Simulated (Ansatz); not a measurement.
# HF/STO-3G run of CH6SeSn (SMILES [CH3][SnH2][SeH])

What is the vertical singlet–triplet gap of CH6SeSn at HF/STO-3G? 

Program for the calculation: Ansatz 0.2.0.

26 further runs of the same task are left out: 26 set aside as unsound or not needed.

## 1. The molecule

CH6SeSn has 9 atoms, charge 0, and is taken as a singlet. As SMILES, `[CH3][SnH2][SeH]`. Geometry: relaxed at PBE0-D4/def2-TZVP. This is one conformer, not always the lowest.

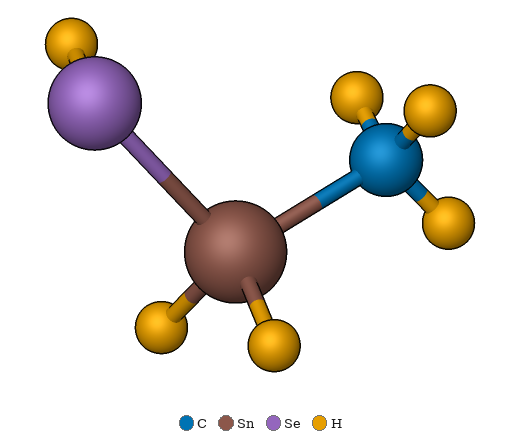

Viewed from a chosen angle; carbon blue, tin brown, selenium purple, hydrogen amber.

## 2. A single-point energy at HF/STO-3G

File molecule.yaml:

```yaml
crystal:
  periodic: [false, false, false]
  atoms:
    - {symbol: C, position_ang: [-0.174500, 1.157500, -0.743700]}
    - {symbol: Sn, position_ang: [0.300500, -0.850100, -0.190700]}
    - {symbol: Se, position_ang: [0.644400, -0.976600, 2.322400]}
    - {symbol: H, position_ang: [0.629100, 1.819800, -0.423700]}
    - {symbol: H, position_ang: [-1.102000, 1.460200, -0.258200]}
    - {symbol: H, position_ang: [-0.295900, 1.229200, -1.825300]}
    - {symbol: H, position_ang: [-0.953000, -1.923600, -0.638000]}
    - {symbol: H, position_ang: [1.791400, -1.359500, -0.847800]}
    - {symbol: H, position_ang: [-0.751400, -0.603200, 2.587900]}
basis:
  gaussian:
    orbitals: STO-3G
hamiltonian:
  xc: hf
accuracy: high
output:
  orbitals: {seedname: orbitals}
```

Command:

```console
$ ansatz run molecule.yaml --threads 1 --pin off --max-ram 2610MiB --events-out events.jsonl --progress --plain --runs-dir runs
```

The program printed:

```text
Warning: RAYON_NUM_THREADS=1 ignored (pool sized by the plan → 1); use --threads N
Functional definition: HF
  name "HF"
  exchange = exact_x
  correlation = 0
997 factors; integrals over basis functions are off by at most 8.8e-9 eV
mean field evaluation 1: about -227970.9184 eV, gradient 1.3e1 eV
mean field evaluation 2: about -227970.9855 eV, gradient 1.3e1 eV
mean field evaluation 4: about -227971.9004 eV, gradient 5.4e-1 eV
mean field evaluation 8: about -227971.9009 eV, gradient 2.2e-6 eV
mean field -227971.90085557 eV, -8377.8128315377 hartree, gradient 9.1e-9 eV, S^2 0.000000; 0 other end points of the search recorded, 0 dependent functions left out
reference -227971.90085557 eV, -8377.8128315377 hartree; 48, 48 occupied and 8, 8 virtual orbitals, 997 factors
Total energy: -227971.90085557 eV, -8377.8128315377 hartree
```

It took 1.9 s on 1 thread of Arm Neoverse V1, shared host; peak memory 0.12 GiB.

## 3. The triplet, same level

File run.yaml:

```yaml
crystal:
  periodic: [false, false, false]
  atoms:
    - {symbol: C, position_ang: [-0.174500, 1.157500, -0.743700]}
    - {symbol: Sn, position_ang: [0.300500, -0.850100, -0.190700]}
    - {symbol: Se, position_ang: [0.644400, -0.976600, 2.322400]}
    - {symbol: H, position_ang: [0.629100, 1.819800, -0.423700]}
    - {symbol: H, position_ang: [-1.102000, 1.460200, -0.258200]}
    - {symbol: H, position_ang: [-0.295900, 1.229200, -1.825300]}
    - {symbol: H, position_ang: [-0.953000, -1.923600, -0.638000]}
    - {symbol: H, position_ang: [1.791400, -1.359500, -0.847800]}
    - {symbol: H, position_ang: [-0.751400, -0.603200, 2.587900]}
basis:
  gaussian:
    orbitals: STO-3G
magnetization:
  spin_polarized: true
  initial_magnetization: 2
hamiltonian:
  xc: hf
accuracy: high
output:
  orbitals: {seedname: orbitals}
```

Command:

```console
$ ansatz run run.yaml --threads 1 --pin off --max-ram 2610MiB --events-out events.jsonl --progress --plain --runs-dir runs
```

The program printed:

```text
Warning: RAYON_NUM_THREADS=1 ignored (pool sized by the plan → 1); use --threads N
Functional definition: HF
  name "HF"
  exchange = exact_x
  correlation = 0
997 factors; integrals over basis functions are off by at most 8.8e-9 eV
mean field evaluation 1: about -227963.2811 eV, gradient 8.9e0 eV
mean field evaluation 2: about -227963.4284 eV, gradient 8.9e0 eV
mean field evaluation 4: about -227965.1409 eV, gradient 1.8e0 eV
mean field evaluation 8: about -227965.2946 eV, gradient 9.4e-2 eV
mean field evaluation 16: about -227965.2935 eV, gradient 2.3e-8 eV
mean field evaluation 32: about -227964.8208 eV, gradient 1.3e0 eV
mean field evaluation 64: about -227965.0961 eV, gradient 9.1e-1 eV
mean field -227965.29353105 eV, -8377.5700168402 hartree, gradient 2.3e-8 eV, S^2 2.010162; 0 other end points of the search recorded, 0 dependent functions left out
reference -227965.29353105 eV, -8377.5700168402 hartree; 49, 47 occupied and 7, 9 virtual orbitals, 997 factors
Total energy: -227965.29353105 eV, -8377.5700168402 hartree
```

Run time: 4.5 s. Hardware: 1 thread of Arm Neoverse V1, shared host; peak memory 0.21 GiB.

## 4. Summary of results

At HF/STO-3G:

```
                                        quantity           value
                           singlet: total energy  -8377.81283 Eh
                            singlet: HOMO energy        -6.79 eV
                            singlet: LUMO energy         8.50 eV
                          singlet: HOMO–LUMO gap        15.29 eV
                           triplet: total energy  -8377.57002 Eh
     triplet: HOMO energy (highest over α and β)         0.35 eV
      triplet: LUMO energy (lowest over α and β)         2.17 eV
                                   triplet: ⟨S²⟩           2.010
vertical energy of the triplet above the singlet        6.607 eV
```

**Reading.** At this shape the triplet lies 6.61 eV (638 kJ/mol) above the singlet. In a minimal basis such a difference can be off by several eV, whatever the method. Relativity is left out (singlet) although the molecule holds a heavy atom. Relativity is left out (triplet) although the molecule holds a heavy atom.
